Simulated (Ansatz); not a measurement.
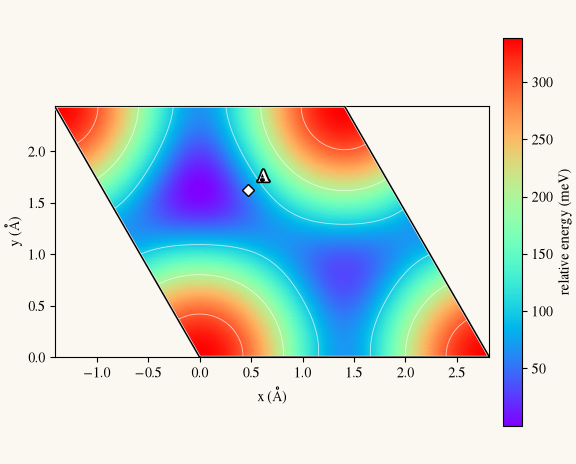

Li on an Al(111) slab cut from the Fm-3m phase, its upper half relaxed before the scan (12 atoms of substrate and one adsorbate in a 2 × 2 cell). Li is moved over the surface cell; relaxed at each place: the height of the adsorbate's atoms; substrate rigid; the origin of the map has the adsorbate above Al9. Places are given modulo a cell vector. The map is drawn in real space over the plane of the surface. The grid has 6 × 6 points; 10 points were computed and 26 follow by symmetry. Places are given in fractions of the 1 × 1 surface cell. Energies: meV, counted from the lowest grid point. Level of theory: Ansatz, DFT LDA, scalar-relativistic, plane waves, PAW. Settings: cutoff 420 eV, k-mesh 6×6×1, gaussian smearing 0.1 eV, no spin polarisation.

Drawn: a smooth colour map with a few white contour lines, the outline of one cell of the plane, the point A. Between grid points the surface is interpolated.

Q: Which way does the force act at A, and how strong is it?

A: A, at (3/6, 4/6) of the cell vectors, is not a stationary point. The computed force is 0.25 eV/Å in the plane, pointing down and left in the picture (components −0.22 and −0.12 eV/Å).
